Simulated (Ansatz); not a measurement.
**Single-point calculation, with input and output: C2H9BOSi**

- system: C2H9BOSi
- method: RKS PBE-D4/def2-TZVPP (Ansatz 0.2.0)

The geometry comes from this level: PBE0-D4/def2-TZVP. Figures and captions count atoms from 1; the log counts them from 0 in places.

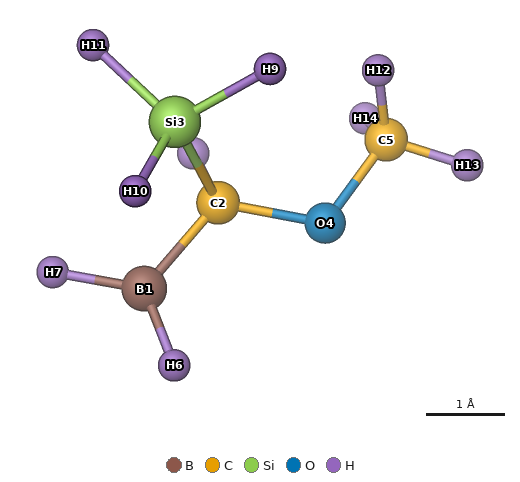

*The structure (ball-and-stick view, seen at a tilt; atoms are numbered from 1 in the order of the input).*

Bond lengths as drawn: B–C 1.51 Å, B–H 1.19 to 1.20 Å, C–H 1.09 to 1.10 Å, C–O 1.40 Å, C–Si 1.98 Å and H–Si 1.48 to 1.49 Å.

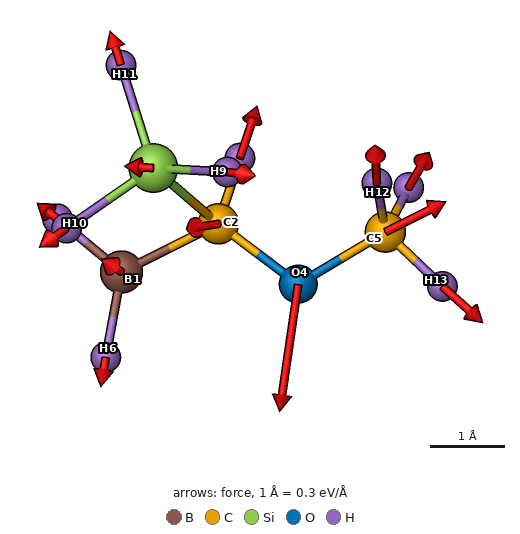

*Forces on the atoms as red arrows (ball-and-stick view, seen at a tilt; atoms are numbered from 1 in the order of the input).*

The largest act on O4 (0.53 eV/Å); C5 (0.29 eV/Å); H8, H12 (0.25 eV/Å); H14 (0.25 eV/Å), among others. The geometry is not a stationary point of this energy.

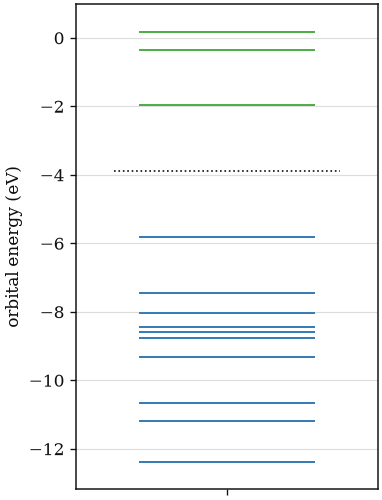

*Orbital energies near the frontier; the dotted line parts filled from empty levels, and levels within 0.02 eV of each other stand side by side.*

Highest filled −5.81 eV, lowest empty −1.96 eV, 3.85 eV apart.

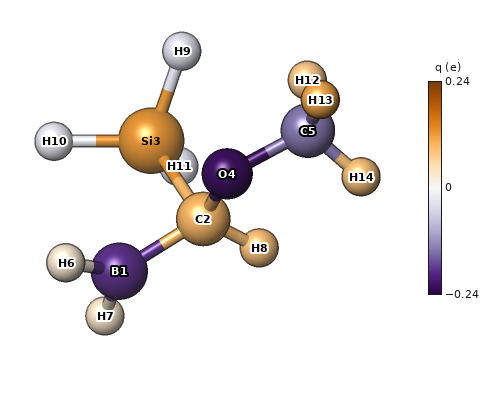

*Mulliken charges, as the colour of each atom (ball-and-stick view, seen at a tilt; atoms are numbered from 1 in the order of the input).*

By element: B −0.20, C −0.14 to +0.10, Si +0.14, O −0.23 and H −0.04 to +0.11 e.

The input that produced these results follows, with the program's output.

## The input
```yaml
crystal:
  periodic: [false, false, false]
  atoms:
    - {symbol: B, position_ang: [-1.559904, 0.437798, 1.055951]}
    - {symbol: C, position_ang: [-0.416111, 0.498156, 0.067300]}
    - {symbol: Si, position_ang: [0.645672, -0.639923, 1.284489]}
    - {symbol: O, position_ang: [-0.582422, -0.091906, -1.188261]}
    - {symbol: C, position_ang: [0.516755, 0.070820, -2.044901]}
    - {symbol: H, position_ang: [-2.492627, -0.290389, 0.898262]}
    - {symbol: H, position_ang: [-1.434346, 1.062926, 2.071917]}
    - {symbol: H, position_ang: [0.158921, 1.432967, 0.031342]}
    - {symbol: H, position_ang: [1.426734, -1.557998, 0.420073]}
    - {symbol: H, position_ang: [-0.229304, -1.465520, 2.161614]}
    - {symbol: H, position_ang: [1.541246, 0.186264, 2.129561]}
    - {symbol: H, position_ang: [1.422079, -0.403751, -1.643602]}
    - {symbol: H, position_ang: [0.261293, -0.402367, -2.992881]}
    - {symbol: H, position_ang: [0.729116, 1.133623, -2.222164]}
basis:
  gaussian: {orbitals: def2-TZVPP}
hamiltonian: {xc: pbe, dispersion: d4}
output: {forces: true, orbitals: {seedname: orbitals}}
```

Launched with:
```bash
ansatz run in.yaml --threads 4 --pin off --events-out ev --progress --plain --max-ram 10444MiB
```

## Log
```
Functional definition: PBE
  name "PBE"
  cite "Perdew, Burke & Ernzerhof, Phys. Rev. Lett. 77, 3865 (1996) doi:10.1103/PhysRevLett.77.3865"
  parent pbe
  parameter kappa = 0.804
  parameter beta = 0.06672455060314922
  exchange = pbe_x(kappa = kappa, mu = beta*pi^2/3)
  correlation = pbe_c(beta = beta)
1499 factors; their error is unknown
mean field evaluation 1: about -12801.2428 eV, gradient 6.5e1 eV
mean field evaluation 2: about -12774.0283 eV, gradient 1.2e2 eV
mean field evaluation 4: about -12811.5564 eV, gradient 1.2e1 eV
mean field evaluation 8: about -12811.8187 eV, gradient 2.7e-1 eV
mean field evaluation 16: about -12811.7799 eV, gradient 8.7e-3 eV
mean field -12811.77985041 eV, -470.8242253664 hartree, gradient 2.9e-5 eV, S^2 0.000000; 0 other end points of the search recorded, 0 dependent functions left out
the calculation of the forces begins
reference -12811.77990262 eV, -470.8242272849 hartree; 24, 24 occupied and 268, 268 virtual orbitals, 1499 factors
Total energy: -12812.06824016 eV, -470.8348234940 hartree
Atom 0 at    -1.559904     0.437798     1.055951 Å, force     0.053525    -0.052331     0.104228 eV/Å
Atom 1 at    -0.416111     0.498156     0.067300 Å, force    -0.149016     0.150627     0.101309 eV/Å
Atom 2 at     0.645672    -0.639923     1.284489 Å, force    -0.050180     0.027029     0.114256 eV/Å
Atom 3 at    -0.582422    -0.091906    -1.188261 Å, force    -0.452950    -0.253734    -0.097541 eV/Å
Atom 4 at     0.516755     0.070820    -2.044901 Å, force     0.212027     0.025073    -0.189403 eV/Å
Atom 5 at    -2.492627    -0.290389     0.898262 Å, force    -0.101461    -0.073416    -0.018893 eV/Å
Atom 6 at    -1.434346     1.062926     2.071917 Å, force     0.001377     0.072234     0.097130 eV/Å
Atom 7 at     0.158921     1.432967     0.031342 Å, force     0.153625     0.197308    -0.005919 eV/Å
Atom 8 at     1.426734    -1.557998     0.420073 Å, force     0.072583    -0.091051    -0.106547 eV/Å
Atom 9 at    -0.229304    -1.465520     2.161614 Å, force    -0.073127    -0.104288     0.087501 eV/Å
Atom 10 at     1.541246     0.186264     2.129561 Å, force     0.096928     0.072584     0.088371 eV/Å
Atom 11 at     1.422079    -0.403751    -1.643602 Å, force     0.217789    -0.104753     0.076366 eV/Å
Atom 12 at     0.261293    -0.402367    -2.992881 Å, force    -0.048393    -0.098190    -0.202675 eV/Å
Atom 13 at     0.729116     1.133623    -2.222164 Å, force     0.067273     0.232909    -0.048184 eV/Å
Dipole moment:     0.380384     0.098843    -0.145702 e Å
```

## Key numbers

```tsv
quantity	value
outcome	converged
total energy	−12812.0682 eV
mean-field energy	−12811.7799 eV
dispersion energy	−0.2883 eV
SCF solution under orbital rotations	stable
HOMO	−5.81 eV
LUMO	−1.96 eV
largest force (length of the vector)	0.528 eV/Å
dipole moment	2.01 D
hardware	4 threads of Arm Neoverse V1, 23 GiB of memory available, shared host
wall time	3.4 s (CPU time 12 s)
peak memory	0.41 GiB
```
